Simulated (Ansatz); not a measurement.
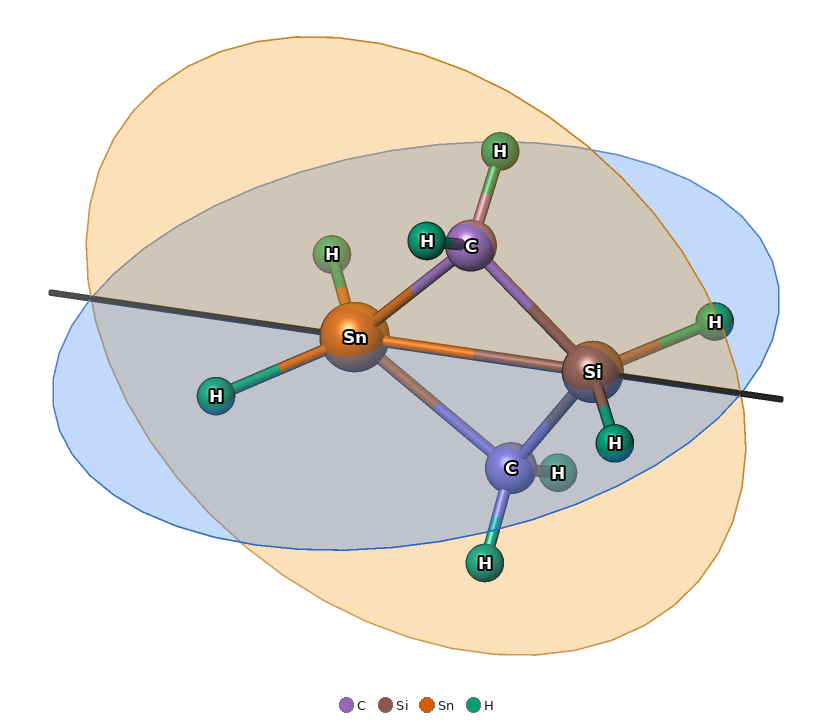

All proper rotation axes (lines) and mirror planes (discs) of the structure are drawn in. Atoms fade into the background with distance from the viewer. The geometry was computed by an optimisation with PBE-D4/def2-SVP. No frequency run is at hand to confirm it as a minimum.

### Name the symmetry elements and the point group.

It has 1 C2 axis and 2 mirror planes. Point group C2v. The group has 4 operations. The geometry is achiral, and symmetry allows a dipole moment.
